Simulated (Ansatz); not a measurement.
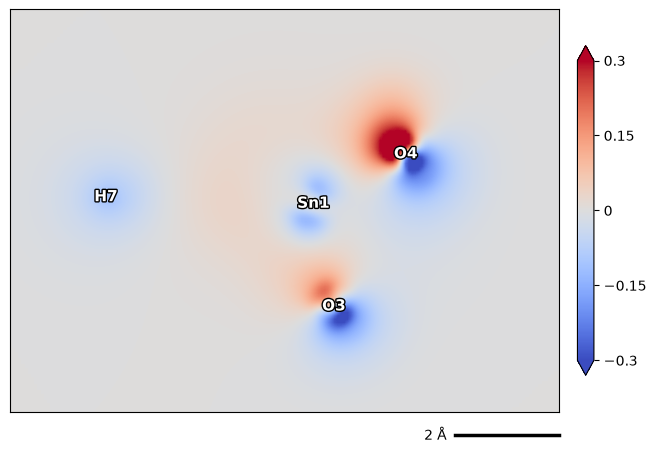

*H4O4Sn···H2. The HOMO−1 on the plane of atoms O3, Sn1 and O4 (values in Å⁻³ᐟ²; the overall sign is arbitrary).*

Core potentials replace the inner electrons of Sn.

Level of theory: RKS BLYP-D4/def2-SVP in Ansatz 0.2.0.

Input

```
crystal:
  periodic: [false, false, false]
  atoms:
    - { symbol: Sn, position_ang: [-0.458135, -0.187733, 0.045875] }
    - { symbol: O, position_ang: [0.716976, 0.169576, 1.672351] }
    - { symbol: O, position_ang: [0.492399, -1.529228, -1.105067] }
    - { symbol: O, position_ang: [-2.237384, -1.019913, 0.460988] }
    - { symbol: O, position_ang: [-0.86482, 1.594072, -0.777141] }
    - { symbol: H, position_ang: [2.120071, 0.907849, 0.042018] }
    - { symbol: H, position_ang: [2.213145, 0.996462, -0.651952] }
    - { symbol: H, position_ang: [1.095116, -0.687714, 1.963444] }
    - { symbol: H, position_ang: [-0.181467, -2.047815, -1.594117] }
    - { symbol: H, position_ang: [-2.85606, -0.318157, 0.754216] }
    - { symbol: H, position_ang: [-0.04004, 2.122702, -0.810514] }
basis:
  gaussian: { orbitals: def2-SVP }
hamiltonian:
  xc: blyp
  dispersion: d4
relax:
  f_tol: 0.03
  max_steps: 50
output:
  orbitals: {}
```

Launched as:

```sh
ansatz run input.yaml --threads 2 --pin off --max-ram 3072MiB --backend cpu --events-out ev --progress --plain --runs-dir out
```

The fields are those of the run's last geometry, not of the input's.

Question: Describe this orbital and give its energy.

Answer: By Hirshfeld shares it lies mainly on O4 (about 40 %), O2 (about 30 %), O5 (about 10 %) and O3 (about 5 %); largely a combination of lone pairs on O4, O2, O5 and O3. Its energy is −6.82 eV.
